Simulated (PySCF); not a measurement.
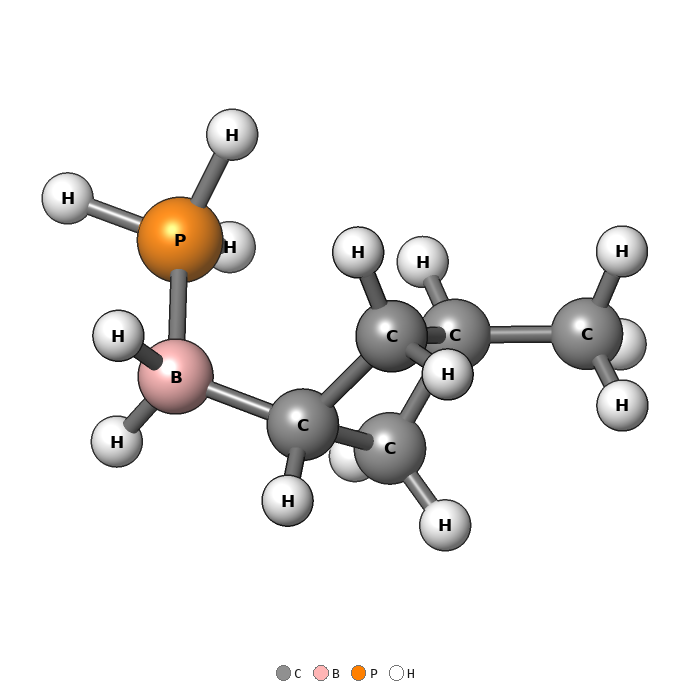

The computed structure is the end point of a PBE0-D3(BJ)/def2-SVP optimisation. No frequency run is at hand to confirm it as a minimum. Program: PySCF 2.14.0.

Compare dipole (D), HOMO–LUMO gap (eV) at these levels: CAM-B3LYP/def2-SVPD; CAM-B3LYP/def2-SVPD in chloroform (IEF-PCM); CAM-B3LYP/def2-SVPD in methanol (IEF-PCM); PBE0/pcSseg-1 in chloroform (IEF-PCM); PBE0/pcSseg-1 in methanol (IEF-PCM).

```json
{"level": "CAM-B3LYP/def2-SVPD", "dipole (D)": "3.53", "HOMO–LUMO gap (eV)": "9.67"}
{"level": "CAM-B3LYP/def2-SVPD in chloroform (IEF-PCM)", "dipole (D)": "4.66", "HOMO–LUMO gap (eV)": "10.01"}
{"level": "CAM-B3LYP/def2-SVPD in methanol (IEF-PCM)", "dipole (D)": "5.19", "HOMO–LUMO gap (eV)": "10.10"}
{"level": "PBE0/pcSseg-1 in chloroform (IEF-PCM)", "dipole (D)": "4.74", "HOMO–LUMO gap (eV)": "8.25"}
{"level": "PBE0/pcSseg-1 in methanol (IEF-PCM)", "dipole (D)": "5.25", "HOMO–LUMO gap (eV)": "8.40"}
```
